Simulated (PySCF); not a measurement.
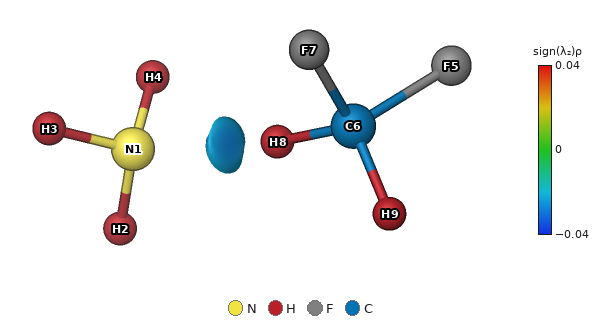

*CH5F2N, SMILES `N.FCF`. Non-covalent interaction surfaces between the fragments (reduced density gradient s = 0.4, coloured by sign(λ₂)ρ in a.u.; trimmed to the region between the fragments where ρ is under 0.06 a.u.). Fragment A: NH3 (atoms 1–4); fragment B: H2CF2.*

Level of theory: TPSS/6-311+G** (PySCF), at a geometry from GFN2-xTB.

Cartesian coordinates (Å):

```
N1      -2.4613    0.0066    0.0241
H2      -3.1024    0.3845   -0.6632
H3      -2.7594   -0.9388    0.2345
H4      -2.5643    0.5534    0.8711
F5       1.1752    1.0861    0.2081
C6       0.6775    0.0016   -0.4238
F7       1.1537   -1.0933    0.2069
H8      -0.4239    0.0122   -0.3467
H9       1.0543   -0.0014   -1.4558
```

### Which interactions hold the two fragments together?

Bond critical points between the fragments: N1···H8, weak C–H hydrogen bond, 2.07 Å, ρ = 0.026 a.u. It appears blue (attractive, sign(λ₂)ρ well below zero). The pose is a local one from a semi-empirical search, not shown to be the most stable.

### How strongly are they bound?

The counterpoise-corrected interaction energy of the frozen fragments is −1.7 kcal/mol without dispersion correction and −2.5 kcal/mol with D3(BJ). The pair geometry is semi-empirical, not a minimum at this level.

Run time: 60 s on 1 thread of Arm Neoverse V1, with other jobs on the host, peak memory 0.5 GiB.
